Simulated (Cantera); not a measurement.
Feed: 1 mol C, 2.7 mol H2O, at 4.90 mbar.

Equilibrium computed with Cantera from the NASA thermochemical tables; the gas is ideal and each condensed phase is pure. Candidate condensed phases: C, C6H6, C7H8, C8H18, H2O; 110 gas species. Equilibrium is a limit: real reactors are often held back by kinetics, nucleation or transport.

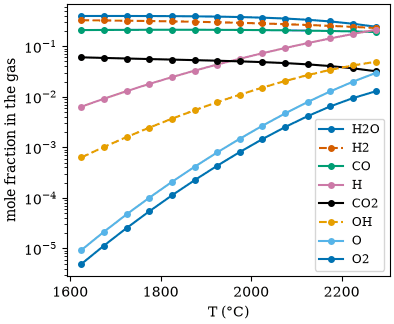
*Equilibrium gas composition (values under 1e-9 drawn at 1e-9)*

Task: Read off the mole fractions at 1675 °C.

Result: H2O about 0.40, H2 about 0.32, CO about 0.21, CO2 about 0.059, H about 0.0092, OH about 0.0010, O about 2.1e-5, O2 about 1.1e-5.
